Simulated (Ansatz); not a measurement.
## Electronic structure of C4H10F3NSi (SMILES CC(C)(C)N[Si](F)(F)F) in real space

```xyz
19

C     1.0270   -0.0727   -1.4442
C     0.4392   -0.2135   -0.0424
C     1.5501   -0.4789    0.9674
C    -0.5642   -1.3591   -0.0157
N    -0.2416    1.0304    0.3314
Si   -1.8739    1.3828    0.3789
F    -2.6489    1.1058   -0.9709
F    -2.6833    0.5747    1.4671
F    -2.0198    2.9175    0.7130
H     1.7347    0.7598   -1.4841
H     0.2361    0.1188   -2.1725
H     1.5586   -0.9808   -1.7393
H     2.2700    0.3448    0.9768
H     2.0930   -1.3929    0.7163
H     1.1371   -0.5827    1.9726
H    -1.3740   -1.1968   -0.7331
H    -0.9968   -1.4816    0.9795
H    -0.0699   -2.2927   -0.2889
H     0.3847    1.8132    0.4445
```

Geometry: PBE0-D4/def2-TZVP.

These are results of RKS PBE0-D4/def2-TZVPP in Ansatz, not measurements.

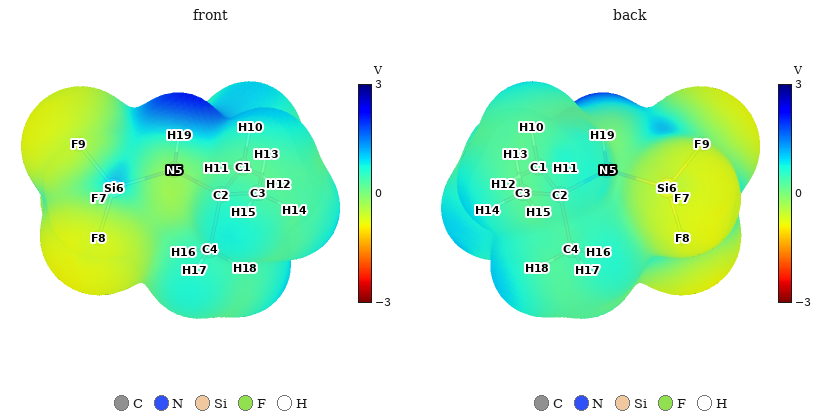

Figure 1. The molecular electrostatic potential painted on the density surface at 0.002 e/bohr³, seen from the front and from behind; the colour scale runs from red (negative) to blue (positive).

> Describe the electrostatic potential map.

The most negative region (about −0.9 V, or −21 kcal/mol for a unit charge) lies over F7 and F8, the most positive (about +2.1 V, or +48 kcal/mol for a unit charge) over H19.

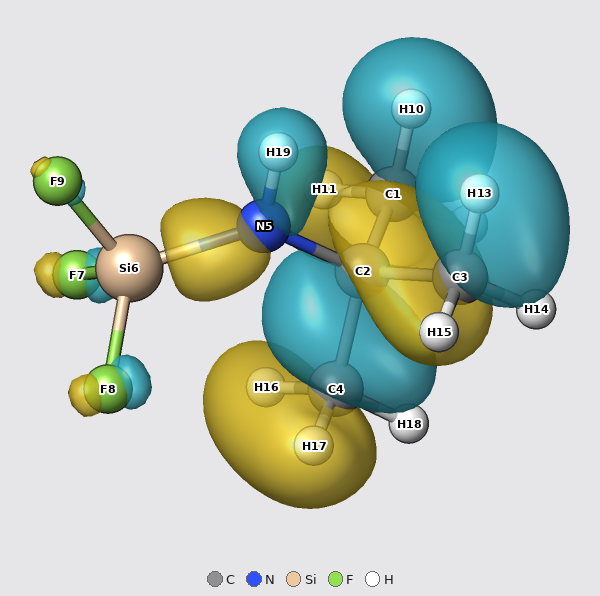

Figure 2. The HOMO−1 at ±0.08 Å⁻³ᐟ² (yellow and cyan are the two phases), seen at a tilt.

> Describe this orbital and give its energy.

By Hirshfeld shares it lies mainly on C4 (about 20 %), C2 (about 20 %), C3 (about 15 %), C1 (about 10 %), H13 (about 5 %) and H10 (about 5 %). Its energy is −9.68 eV.

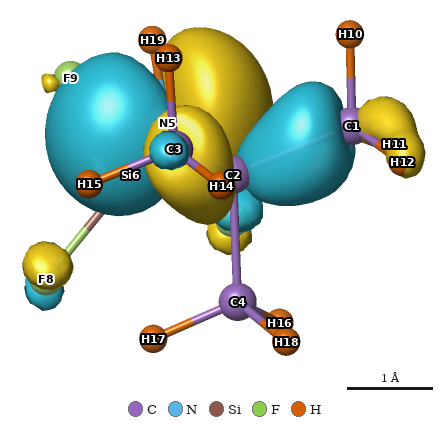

Figure 3. The HOMO at ±0.15 Å⁻³ᐟ² (yellow and cyan are the two phases), seen at an oblique angle.

> Describe this orbital and give its energy.

It lies mainly on N5 (about 55 %), Si6 (about 10 %), C2 (about 10 %) and C1 (about 10 %). Its energy is −7.66 eV.
